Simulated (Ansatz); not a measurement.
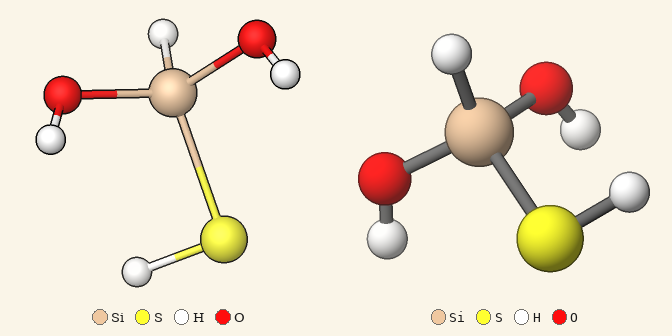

Two views of one molecule.

Describe the molecule.

Formula H4O2SSi. The point group is C1. Coordination: 1 Si tetrahedral; 1 S bent; 2 O bent.

More results for the same structure follow; atom numbers are the same in all pictures, views and colours differ. The computed structure is the end point of a PBE0-D4/def2-TZVP optimisation.

Geometry

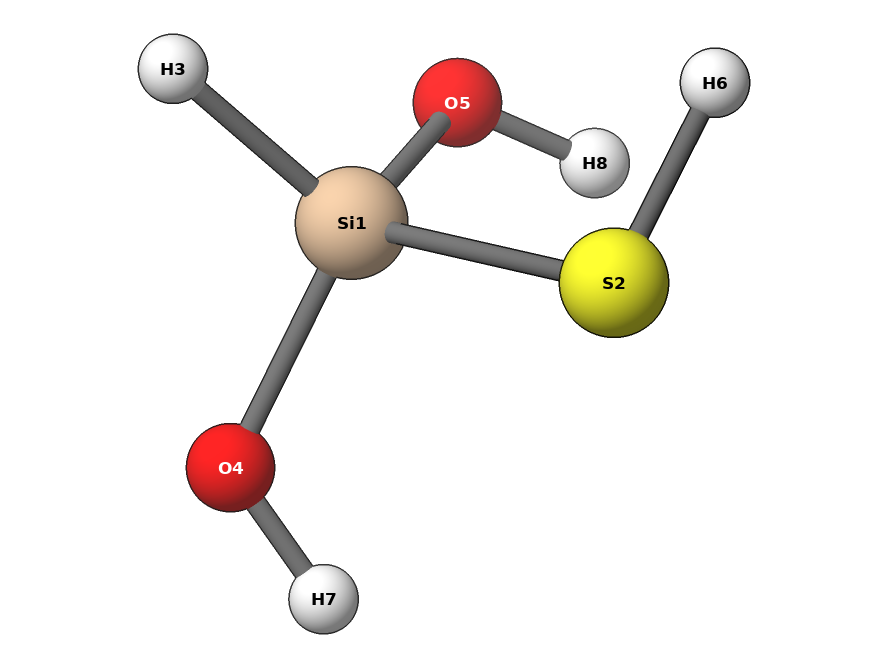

What are the angles S2–Si1–H3, S2–Si1–O4, S2–Si1–O5, H3–Si1–O4, H3–Si1–O5, O4–Si1–O5, Si1–S2–H6, Si1–O4–H7, Si1–O5–H8?

```
    angle  degrees
S2–Si1–H3    114.6
S2–Si1–O4    105.7
S2–Si1–O5    109.8
H3–Si1–O4    106.3
H3–Si1–O5    105.0
O4–Si1–O5    115.7
Si1–S2–H6     94.1
Si1–O4–H7    118.8
Si1–O5–H8    118.0
```

Dipole moment

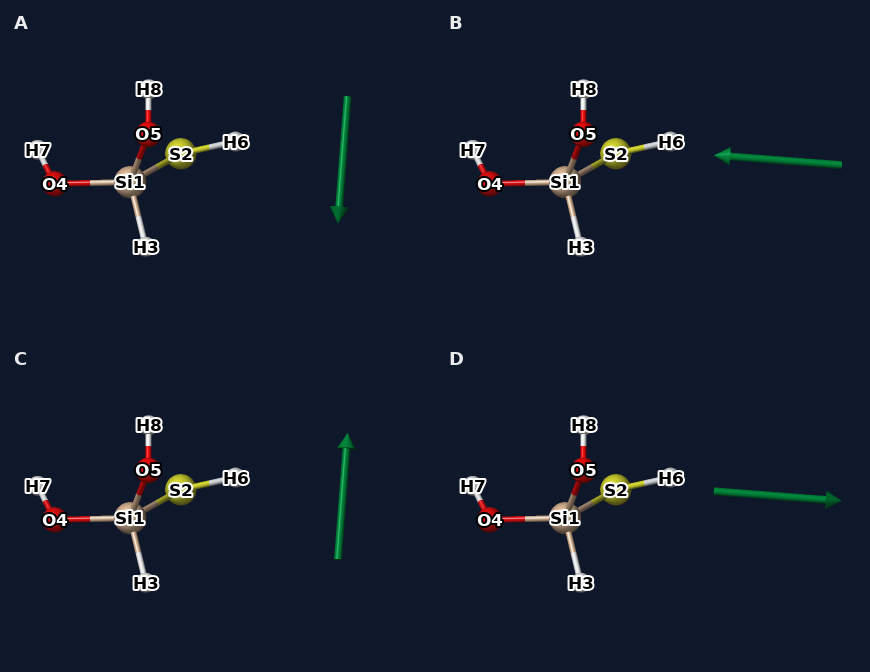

The same molecule four times, each with an arrow. Level of theory: RKS PBE0-D4/def2-TZVP (Ansatz 0.2.0).

Which arrow points along the dipole moment, from the negative to the positive end?

C. The dipole moment is 2.20 D; it points from the side of H3 to the side of H8 (the outermost atoms at the two ends).

Charges

The questions are on Mulliken charges. Level of theory: RKS PBE0-D4/def2-TZVP (Ansatz 0.2.0).

List the Mulliken charges.

| atom | value (e) |
| --- | --- |
| Si1 | 0.56 |
| S2 | −0.35 |
| H3 | −0.03 |
| O4 | −0.51 |
| O5 | −0.50 |
| H6 | 0.17 |
| H7 | 0.33 |
| H8 | 0.32 |

Vibrations

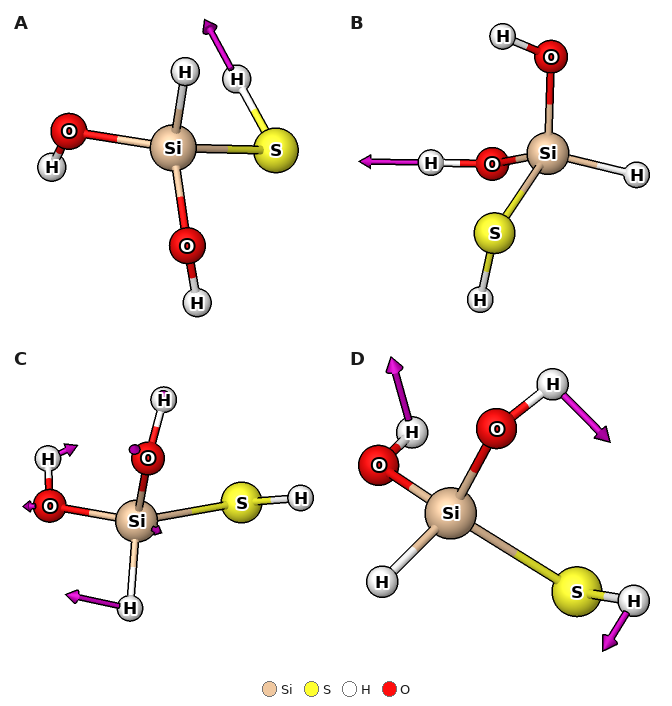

4 normal modes of one molecule or complex, as arrows. Harmonic vibrations computed with RKS PBE0-D4/def2-TZVP (Ansatz 0.2.0) at a stationary point of the same level.

Match the panels to the wavenumbers 153 cm⁻¹, 840 cm⁻¹, 2714 cm⁻¹, 3914 cm⁻¹.

A: 2714 cm⁻¹, S–H stretching
B: 3914 cm⁻¹, O–H stretching
C: 840 cm⁻¹
D: 153 cm⁻¹, a torsion or out-of-plane motion in which bond lengths and bond angles hardly change

Mulliken values depend strongly on the basis set and can even reverse the polarity of a bond.
